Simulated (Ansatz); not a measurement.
# BGeNH (doublet): correlated methods under varied settings

What do other methods and options give for BGeNH (doublet) at this geometry, and how long do they take?

Computed with Ansatz 0.2.0, Gaussian basis. Level: the settings change from run to run.

21 further runs of the same task are left out: 9 that didn't finish, 12 set aside as unsound or not needed.

**1. What is computed**

The geometry is a PBE0/def2-TZVP stationary point (not a proven minimum). No spin-orbit coupling is included. The filled d shell of Ge may be among the frozen orbitals whatever the setting's name suggests; the logs give the count.

4 atoms, charge 0, spin multiplicity 2.

Atoms are counted from 1 here; the program's logs count them from 0.

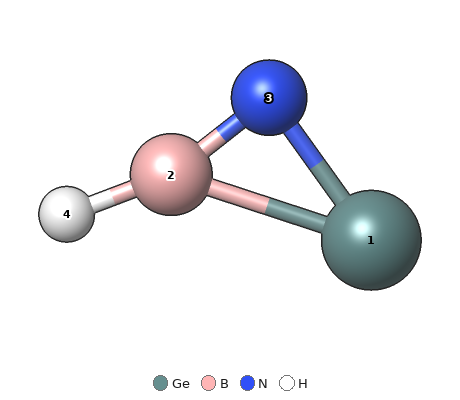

The geometry (germanium teal, boron pink, nitrogen blue, hydrogen white); atoms are numbered from 1 in the order of the file.

**2. CCSD on ROHF/cc-pVDZ**

Contents of in.yaml:

```yaml
crystal:
  periodic: [false, false, false]
  atoms:
    - {symbol: Ge, position_ang: [0.000000, 0.059541, 0.505922]}
    - {symbol: B, position_ang: [0.000000, 0.451319, -1.675815]}
    - {symbol: N, position_ang: [0.000000, -0.753893, -1.154331]}
    - {symbol: H, position_ang: [0.000000, 1.344614, -2.445184]}
basis:
  gaussian: {orbitals: cc-pVDZ, fitting: {mean_field: def2-universal-jkfit}}
magnetization: {spin_polarized: false, initial_magnetization: 1}
correlation: {method: ccsd, electrons: outside_noble_gas}
scf: {lower_state_search: off}
```

Command:

```bash
> ansatz run in.yaml --threads 1 --pin off --events-out ev --progress --plain --max-ram 2393MiB
```

The program printed (excerpt; [...] marks lines left out):

```text
Functional definition: HF
  name "HF"
  cite "Fock, Z. Phys. 61, 126 (1930) doi:10.1007/BF01340294"
  parent pbe
[...]
436 factors; integrals over basis functions are off by at most 2.2e-1 eV
[...]
mean field -58641.11921372 eV, -2155.0213827258 hartree, gradient 1.5e-6 eV, S^2 0.750000; 0 other end points of the search recorded, 0 dependent functions left out
16 core orbitals not correlated: weight in the atoms' cores, before any rotation towards them, 0.998 or more for the frozen orbitals, at most 0.003 for the correlated occupied ones
reference -58641.11921372 eV, -2155.0213827258 hartree; 7, 6 occupied and 37, 38 virtual orbitals, 436 factors
second order -8.43412957 eV of doubles, -0.05826647 eV of singles
cycle   1  -8.54246553 eV  change   -4.8e-2 eV  update   1.1e-1
[...]
cycle  12  -8.99641051 eV  change    1.0e-5 eV  update   7.0e-6
Total energy: -58650.11562422 eV, -2155.3519947140 hartree
Checks for a lower state left out: stability, starts, cluster_reference, orbital_swaps, neighbouring_geometries, increment
```

It took 0.81 s on 1 thread of Arm Neoverse V2, shared host.

From the report: correlation -8.9964 eV; T1 0.025; largest double amplitude 0.07.

**3. CASSCF(3,6)/STO-3G**

Changes to in.yaml since step 2:

```diff
@@ -8,5 +8,6 @@
 basis:
-  gaussian: {orbitals: cc-pVDZ, fitting: {mean_field: def2-universal-jkfit}}
+  gaussian: {orbitals: STO-3G}
 magnetization: {spin_polarized: false, initial_magnetization: 1}
-correlation: {method: ccsd, electrons: outside_noble_gas}
+correlation: {active_space: {window: {electrons: 3, orbitals: 6}, states: [{multiplicity: 2, weights: [0.5, 1, 1, 1]}, {multiplicity: 4, weights: [1]}], root: 2}}
+accuracy: high
 scf: {lower_state_search: off}
```

Same command.

The program printed (excerpt; [...] marks lines left out):

```text
Functional definition: HF
  name "HF"
  cite "Fock, Z. Phys. 61, 126 (1930) doi:10.1007/BF01340294"
  parent pbe
[...]
448 factors; integrals over basis functions are off by at most 4.9e-9 eV
[...]
mean field -57970.67005900 eV, -2130.3828307367 hartree, gradient 2.5e-8 eV, S^2 0.750000; 0 other end points of the search recorded, 0 dependent functions left out
reference -57970.67005900 eV, -2130.3828307367 hartree; 23, 22 occupied and 6, 7 virtual orbitals, 448 factors
state -57971.10521888 eV, -2130.3988225674 hartree
state -57970.09902281 eV, -2130.3618455440 hartree
state -57966.80303355 eV, -2130.2407201727 hartree
state -57966.10945175 eV, -2130.2152315118 hartree
state -57968.12863265 eV, -2130.2894350412 hartree
Total energy: -57966.80303355 eV, -2130.2407201727 hartree
Checks for a lower state left out: stability, starts, cluster_reference, orbital_swaps, neighbouring_geometries, increment
```

Run time: 0.84 s. Hardware: 1 thread of Arm Neoverse V2, shared host.

From the report: 90 determinants; active occupations (of the averaged states) 1.32, 0.97, 0.67, 0.02, 0.01, 0.01.

**4. CCSD(T) on UHF/cc-pVDZ**

Contents of in.yaml:

```yaml
crystal:
  periodic: [false, false, false]
  atoms:
    - {symbol: Ge, position_ang: [0.000000, 0.059541, 0.505922]}
    - {symbol: B, position_ang: [0.000000, 0.451319, -1.675815]}
    - {symbol: N, position_ang: [0.000000, -0.753893, -1.154331]}
    - {symbol: H, position_ang: [0.000000, 1.344614, -2.445184]}
basis:
  gaussian: {orbitals: cc-pVDZ}
magnetization: {spin_polarized: true, initial_magnetization: 1}
correlation: {method: ccsd_t, electrons: outside_noble_gas}
scf: {lower_state_search: off}
```

The command is unchanged.

The program printed (excerpt; [...] marks lines left out):

```text
Functional definition: HF
  name "HF"
  cite "Fock, Z. Phys. 61, 126 (1930) doi:10.1007/BF01340294"
  parent pbe
[...]
640 factors; integrals over basis functions are off by at most 8.0e-4 eV
[...]
mean field -58641.24040173 eV, -2155.0258363034 hartree, gradient 2.9e-6 eV, S^2 0.772032; 0 other end points of the search recorded, 0 dependent functions left out
16 core orbitals not correlated: weight in the atoms' cores, before any rotation towards them, 0.998 or more for the frozen orbitals, at most 0.003 for the correlated occupied ones
reference -58641.24040173 eV, -2155.0258363034 hartree; 7, 6 occupied and 37, 38 virtual orbitals, 640 factors
second order -8.33831993 eV of doubles, -0.00000000 eV of singles
cycle   1  -8.42774778 eV  change   -8.9e-2 eV  update   1.0e-1
[...]
cycle  11  -8.88331024 eV  change   -1.4e-5 eV  update   1.4e-5
perturbative correction -0.41780653 eV, -0.0153541069 hartree
Total energy: -58650.54151851 eV, -2155.3676460402 hartree
Checks for a lower state left out: stability, starts, cluster_reference, orbital_swaps, neighbouring_geometries, increment
```

Wall time 1.5 s (1 thread of Arm Neoverse V2, shared host).

From the report: ⟨S²⟩ of the determinant 0.772 (pure doublet: 0.75); correlation -9.3011 eV; T1 0.022; largest double amplitude 0.07.

**5. BCCD on ROHF/cc-pVDZ**

Changes to in.yaml since step 4:

```diff
@@ -9,4 +9,3 @@
   gaussian: {orbitals: cc-pVDZ}
-magnetization: {spin_polarized: true, initial_magnetization: 1}
-correlation: {method: ccsd_t, electrons: outside_noble_gas}
-scf: {lower_state_search: off}
+magnetization: {spin_polarized: false, initial_magnetization: 1}
+correlation: {method: bccd, electrons: outside_noble_gas, diis_vectors: 2}
```

Launched as before.

The program printed (excerpt; [...] marks lines left out):

```text
Functional definition: HF
  name "HF"
  cite "Fock, Z. Phys. 61, 126 (1930) doi:10.1007/BF01340294"
  parent pbe
[...]
640 factors; integrals over basis functions are off by at most 8.0e-4 eV
[...]
mean field -58641.12149709 eV, -2155.0214666381 hartree, gradient 6.6e-6 eV, S^2 0.750000; 6 other end points of the search recorded, 0 dependent functions left out
[...]
determinant -58641.12149709 eV, -2155.0214666381 hartree, with singles and doubles -58650.11735437 eV, -2155.3520582957 hartree
determinant -58640.19690496 eV, -2154.9874885041 hartree, with singles and doubles -58649.25202692 eV, -2155.3202580985 hartree
16 core orbitals not correlated: weight in the atoms' cores, before any rotation towards them, 0.998 or more for the frozen orbitals, at most 0.003 for the correlated occupied ones
reference -58641.12149709 eV, -2155.0214666381 hartree; 7, 6 occupied and 37, 38 virtual orbitals, 640 factors
second order -8.43536677 eV of doubles, -0.05826982 eV of singles
cycle   1  -8.96180892 eV  change    3.4e-2 eV  update   1.5e-2
[...]
cycle  12  -8.96914574 eV  change   -2.9e-6 eV  update   1.1e-5
Total energy: -58650.09064283 eV, -2155.3510766647 hartree
```

Wall time 6 s (1 thread of Arm Neoverse V2, shared host).

From the report: correlation -8.9691 eV; largest double amplitude 0.07.

**6. CCSD on UHF/cc-pVDZ**

Changes to in.yaml since step 5:

```diff
@@ -9,3 +9,3 @@
   gaussian: {orbitals: cc-pVDZ}
-magnetization: {spin_polarized: false, initial_magnetization: 1}
-correlation: {method: bccd, electrons: outside_noble_gas, diis_vectors: 2}
+magnetization: {spin_polarized: true, initial_magnetization: 1}
+correlation: {method: ccsd, electrons: valence}
```

The command is unchanged.

The program printed (excerpt; [...] marks lines left out):

```text
Functional definition: HF
  name "HF"
  cite "Fock, Z. Phys. 61, 126 (1930) doi:10.1007/BF01340294"
  parent pbe
[...]
640 factors; integrals over basis functions are off by at most 8.0e-4 eV
[...]
mean field -58641.24040173 eV, -2155.0258363034 hartree, gradient 2.9e-6 eV, S^2 0.772032; 8 other end points of the search recorded, 0 dependent functions left out
determinant -58641.24040173 eV, -2155.0258363034 hartree, with singles and doubles -58650.59837343 eV, -2155.3697354202 hartree
determinant -58640.30510772 eV, -2154.9914648824 hartree, with singles and doubles -58649.72733520 eV, -2155.3377253555 hartree
11 core orbitals not correlated: weight in the atoms' cores, before any rotation towards them, 1.000 or more for the frozen orbitals, at most 0.000 for the correlated occupied ones
reference -58641.24040173 eV, -2155.0258363034 hartree; 12, 11 occupied and 37, 38 virtual orbitals, 640 factors
second order -8.82730556 eV of doubles, -0.00000000 eV of singles
cycle   1  -9.35779214 eV  change    1.8e-4 eV  update   1.1e-3
[...]
cycle   6  -9.35807699 eV  change   -6.9e-6 eV  update   1.8e-5
Total energy: -58650.59847872 eV, -2155.3697392895 hartree
```

Wall time 10 s (1 thread of Arm Neoverse V2, shared host).

From the report: ⟨S²⟩ of the determinant 0.772 (pure doublet: 0.75); correlation -9.3581 eV; T1 0.017; largest double amplitude 0.07.

**7. BCCD(T) on UHF/STO-3G**

Changes to in.yaml since step 6:

```diff
@@ -8,4 +8,5 @@
 basis:
-  gaussian: {orbitals: cc-pVDZ}
+  gaussian: {orbitals: STO-3G}
 magnetization: {spin_polarized: true, initial_magnetization: 1}
-correlation: {method: ccsd, electrons: valence}
+correlation: {method: bccd_t, electrons: outside_noble_gas}
+output: {forces: true}
```

The command is unchanged.

The program printed (excerpt; [...] marks lines left out):

```text
Functional definition: HF
  name "HF"
  cite "Fock, Z. Phys. 61, 126 (1930) doi:10.1007/BF01340294"
  parent pbe
[...]
323 factors; integrals over basis functions are off by at most 7.2e-5 eV
[...]
mean field -57970.77748905 eV, -2130.3867787183 hartree, gradient 2.3e-6 eV, S^2 0.788638; 8 other end points of the search recorded, 0 dependent functions left out
determinant -57970.77748905 eV, -2130.3867787183 hartree, with singles and doubles -57975.29332169 eV, -2130.5527325068 hartree
determinant -57969.85598944 eV, -2130.3529142324 hartree, with singles and doubles -57974.52540699 eV, -2130.5245121622 hartree
determinant -57969.82930730 eV, -2130.3519336815 hartree, with singles and doubles -57974.53244107 eV, -2130.5247706598 hartree
16 core orbitals not correlated, not the lowest: weight in the atoms' cores, before any rotation towards them, 0.765 or more for the frozen orbitals, at most 0.280 for the correlated occupied ones
reference -57970.77748905 eV, -2130.3867787183 hartree; 7, 6 occupied and 6, 7 virtual orbitals, 323 factors
second order -4.00849080 eV of doubles, -0.00000000 eV of singles
cycle   1  -4.49567303 eV  change    2.0e-2 eV  update   2.1e-2
[...]
cycle  13  -4.48379989 eV  change   -7.2e-8 eV  update   4.2e-7
perturbative correction -0.21964148 eV, -0.0080716755 hartree
[...]
Total energy: -57975.48093042 eV, -2130.5596270006 hartree
Atom 0 at     0.000000     0.059541     0.505922 Å, force     0.000000    -0.008737    -1.651458 eV/Å
Atom 1 at     0.000000     0.451319    -1.675815 Å, force     0.000000     1.404551     0.571983 eV/Å
Atom 2 at     0.000000    -0.753893    -1.154331 Å, force     0.000000    -1.117130     0.952356 eV/Å
Atom 3 at     0.000000     1.344614    -2.445184 Å, force    -0.000000    -0.278684     0.127119 eV/Å
Dipole moment:    -0.000000     0.167314     0.180952 e Å
```

It took 1.8 s on 1 thread of Arm Neoverse V2, shared host.

From the report: ⟨S²⟩ of the determinant 0.789 (pure doublet: 0.75); correlation -4.7034 eV; largest double amplitude 0.12.

**8. CCSD/cc-pVDZ**

Changes to in.yaml since step 7:

```diff
@@ -8,5 +8,6 @@
 basis:
-  gaussian: {orbitals: STO-3G}
-magnetization: {spin_polarized: true, initial_magnetization: 1}
-correlation: {method: bccd_t, electrons: outside_noble_gas}
-output: {forces: true}
+  gaussian: {orbitals: cc-pVDZ}
+magnetization: {spin_polarized: false, initial_magnetization: 1}
+hamiltonian: {xc: {name: B3LYP}}
+correlation: {method: ccsd, electrons: outside_noble_gas, diis_vectors: 1}
+accuracy: high
```

Launched as before.

The program printed (excerpt; [...] marks lines left out):

```text
Functional definition: B3LYP
  name "B3LYP"
  cite "Stephens, Devlin, Chabalowski & Frisch, J. Phys. Chem. 98, 11623 (1994) doi:10.1021/j100096a001"
  cite "Becke, Phys. Rev. A 38, 3098 (1988) doi:10.1103/PhysRevA.38.3098"
  cite "Lee, Yang & Parr, Phys. Rev. B 37, 785 (1988) doi:10.1103/PhysRevB.37.785"
  cite "Vosko, Wilk & Nusair, Can. J. Phys. 58, 1200 (1980) doi:10.1139/p80-159"
[...]
1277 factors; integrals over basis functions are off by at most 4.5e-9 eV
[...]
mean field -58700.22320595 eV, -2157.1934143784 hartree, gradient 4.8e-8 eV, S^2 0.750000; 3 other end points of the search recorded, 0 dependent functions left out
[...]
16 core orbitals not correlated: weight in the atoms' cores, before any rotation towards them, 0.998 or more for the frozen orbitals, at most 0.002 for the correlated occupied ones
reference -58640.49901421 eV, -2154.9985908143 hartree; 7, 6 occupied and 37, 38 virtual orbitals, 1277 factors
second order -8.99445774 eV of doubles, -0.38844488 eV of singles
cycle   1  -8.88449499 eV  change    4.9e-1 eV  update   1.1e-1
[...]
cycle  41  -9.37679872 eV  change   7.3e-10 eV  update  8.2e-10
Total energy: -58649.87581293 eV, -2155.3431818115 hartree
```

It took 16 s on 1 thread of Arm Neoverse V2, shared host; peak memory 0.27 GiB.

From the report: correlation -9.3768 eV; T1 0.018; largest double amplitude 0.07. The orbitals are Kohn-Sham ones, so correlation energy and T1 don't compare with those on Hartree-Fock orbitals.

**9. MP2 on ROHF/def2-SVP**

Changes to in.yaml since step 8:

```diff
@@ -8,6 +8,4 @@
 basis:
-  gaussian: {orbitals: cc-pVDZ}
+  gaussian: {orbitals: def2-SVP}
 magnetization: {spin_polarized: false, initial_magnetization: 1}
-hamiltonian: {xc: {name: B3LYP}}
-correlation: {method: ccsd, electrons: outside_noble_gas, diis_vectors: 1}
-accuracy: high
+correlation: {method: mp2, electrons: outside_noble_gas}
```

Launched as before.

The program printed (excerpt; [...] marks lines left out):

```text
Functional definition: HF
  name "HF"
  cite "Fock, Z. Phys. 61, 126 (1930) doi:10.1007/BF01340294"
  parent pbe
[...]
651 factors; integrals over basis functions are off by at most 8.8e-4 eV
[...]
mean field -58632.89861101 eV, -2154.7192811484 hartree, gradient 6.5e-6 eV, S^2 0.750000; 6 other end points of the search recorded, 0 dependent functions left out
[...]
16 core orbitals not correlated: weight in the atoms' cores, before any rotation towards them, 0.998 or more for the frozen orbitals, at most 0.003 for the correlated occupied ones
reference -58632.89861101 eV, -2154.7192811484 hartree; 7, 6 occupied and 42, 43 virtual orbitals, 651 factors
second order -8.49519703 eV of doubles, -0.05763817 eV of singles
Total energy: -58641.45144621 eV, -2155.0335920447 hartree
```

It took 3.6 s on 1 thread of Arm Neoverse V2, shared host.

**10. CCSD/cc-pVDZ**

Changes to in.yaml since step 9:

```diff
@@ -8,4 +8,6 @@
 basis:
-  gaussian: {orbitals: def2-SVP}
-magnetization: {spin_polarized: false, initial_magnetization: 1}
-correlation: {method: mp2, electrons: outside_noble_gas}
+  gaussian: {orbitals: cc-pVDZ}
+magnetization: {spin_polarized: true, initial_magnetization: 1}
+hamiltonian: {xc: {name: r2SCAN}}
+correlation: {method: ccsd, electrons: outside_noble_gas, diis_vectors: 2}
+output: {forces: true}
```

Launched as before.

The program printed (excerpt; [...] marks lines left out):

```text
Functional definition: r2SCAN
  name "r2SCAN"
  cite "Furness, Kaplan, Ning, Perdew & Sun, J. Phys. Chem. Lett. 11, 8208 (2020) doi:10.1021/acs.jpclett.0c02405"
  cite "Furness, Kaplan, Ning, Perdew & Sun, J. Phys. Chem. Lett. 11, 9248 (2020) doi:10.1021/acs.jpclett.0c03077"
  parent r2scan
[...]
640 factors; integrals over basis functions are off by at most 8.0e-4 eV
[...]
mean field -58697.28284464 eV, -2157.0853580931 hartree, gradient 5.2e-6 eV, S^2 0.755326; 5 other end points of the search recorded, 0 dependent functions left out
16 core orbitals not correlated: weight in the atoms' cores, before any rotation towards them, 0.998 or more for the frozen orbitals, at most 0.002 for the correlated occupied ones
reference -58640.55604998 eV, -2155.0006868404 hartree; 7, 6 occupied and 37, 38 virtual orbitals, 640 factors
second order -8.93152234 eV of doubles, -0.33081532 eV of singles
cycle   1  -8.80055314 eV  change    4.5e-1 eV  update   1.1e-1
[...]
cycle  19  -9.28918283 eV  change   -4.5e-7 eV  update   6.8e-7
[...]
Total energy: -58649.84523281 eV, -2155.3420580130 hartree
Atom 0 at     0.000000     0.059541     0.505922 Å, force     0.000000     0.281197     0.941174 eV/Å
Atom 1 at     0.000000     0.451319    -1.675815 Å, force    -0.000000     0.241991    -0.397027 eV/Å
Atom 2 at     0.000000    -0.753893    -1.154331 Å, force    -0.000000    -0.783871    -0.409329 eV/Å
Atom 3 at     0.000000     1.344614    -2.445184 Å, force     0.000000     0.260683    -0.134819 eV/Å
Dipole moment:     0.000000     0.302743     0.076334 e Å
```

It took 20 s on 1 thread of Arm Neoverse V2, shared host.

From the report: ⟨S²⟩ of the determinant 0.755 (pure doublet: 0.75); correlation -9.2892 eV; T1 0.017; largest double amplitude 0.07. The orbitals are Kohn-Sham ones, so correlation energy and T1 don't compare with those on Hartree-Fock orbitals.

**11. The runs in one table**

Where basis and cores are those of an earlier UCCSDT(Q)/cc-pVDZ run (-58650.6044 eV), and the state is the same kind, the miss against it is given.

| level | correlated | functions | energy (eV) | from UCCSDT(Q) (meV) | time |
| --- | --- | --- | --- | --- | --- |
| CCSD on ROHF/cc-pVDZ | outside noble gas | 60 | -58650.1156 | 488.8 | 0.81 s |
| CASSCF(3,6)/STO-3G (excited root 2 of an average) |  | 29 | -57966.8030 |  | 0.84 s |
| CCSD(T) on UHF/cc-pVDZ | outside noble gas | 60 | -58650.5415 | 62.9 | 1.5 s |
| BCCD on ROHF/cc-pVDZ | outside noble gas | 60 | -58650.0906 | 513.7 | 6 s |
| CCSD on UHF/cc-pVDZ | valence | 60 | -58650.5985 |  | 10 s |
| BCCD(T) on UHF/STO-3G | outside noble gas | 29 | -57975.4809 |  | 1.8 s |
| CCSD/cc-pVDZ (on B3LYP orbitals) | outside noble gas | 60 | -58649.8758 | 728.6 | 16 s |
| MP2 on ROHF/def2-SVP | outside noble gas | 65 | -58641.4514 |  | 3.6 s |
| CCSD/cc-pVDZ (on r2SCAN orbitals) | outside noble gas | 60 | -58649.8452 | 759.2 | 20 s |

**12. Results**

| quantity | value |
| --- | --- |
| runs | 9 |
| quickest | CCSD on ROHF/cc-pVDZ, 0.81 s |
| slowest | CCSD/cc-pVDZ (on r2SCAN orbitals), 20 s |

**Reading.** Total energies in different bases, with other cores or another treatment of relativity can't be set against each other. CCSD/cc-pVDZ (on r2SCAN orbitals) took 24 times as long as CCSD on ROHF/cc-pVDZ; the jobs differ in more than the method. Among the correlated runs with a miss given, it spans +63 to +759 meV. Cores frozen from Kohn-Sham orbitals shift the total energy.
